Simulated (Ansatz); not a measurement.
The parent structure is CdSe in the zinc blende structure (space group F-43m, No. 216; a = 6.082 Å).

Modification: an isotropic linear strain of −1.00 %; the atoms relax in the strained cell.

The values are results of PBEsol (Ansatz, an electronic-structure program; PAW; 420 eV plane waves; no SOC), not measurements.

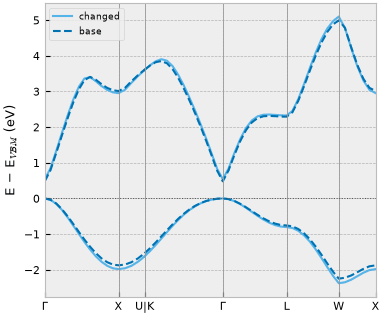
Highest valence and lowest conduction band along the path, each from its own valence-band maximum

The gap is 0.54 eV, direct at Γ; the base has 0.48 eV.

No phonon test of stability was made.
